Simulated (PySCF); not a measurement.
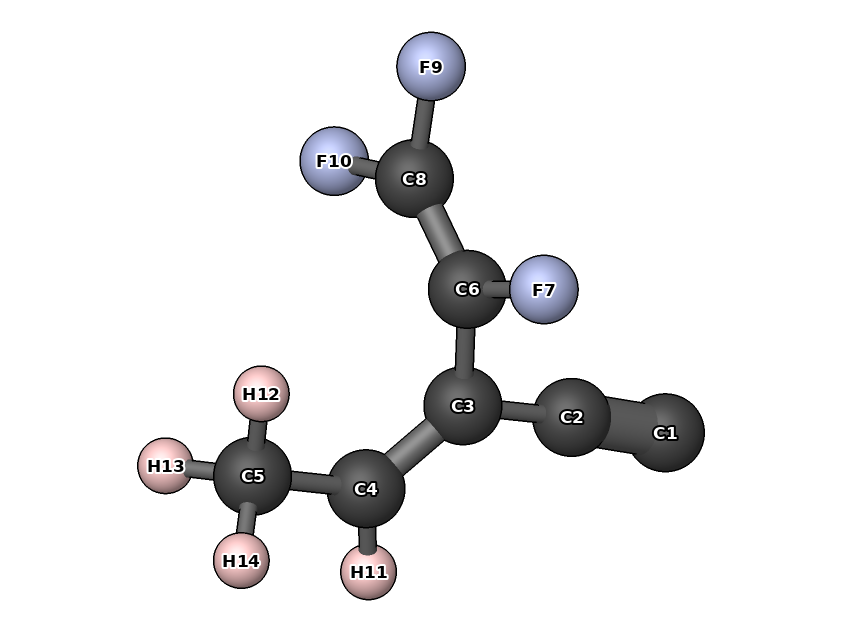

The thickness of each stick grows with its Mayer bond order. State: charge −1, singlet. The geometry was computed by an optimisation with GFN2-xTB. No frequency run is at hand to confirm it as a minimum. Method: PBE0/pcSseg-1 (PySCF 2.14.0).

List the Mayer bond orders of C1–C2, C2–C3, C3–C4, C3–C6, C4–C5, C4–H11, C5–H12, C5–H13, C5–H14, C6–F7, C6–C8, C8–F9, C8–F10.

| bond | Mayer order | length (Å) |
| --- | --- | --- |
| C1–C2 | 3.39 | 1.237 |
| C2–C3 | 1.01 | 1.416 |
| C3–C4 | 1.74 | 1.347 |
| C3–C6 | 1.03 | 1.471 |
| C4–C5 | 1.07 | 1.498 |
| C4–H11 | 0.96 | 1.082 |
| C5–H12 | 0.96 | 1.089 |
| C5–H13 | 0.95 | 1.095 |
| C5–H14 | 0.96 | 1.094 |
| C6–F7 | 0.95 | 1.368 |
| C6–C8 | 1.73 | 1.333 |
| C8–F9 | 0.96 | 1.356 |
| C8–F10 | 1.00 | 1.345 |
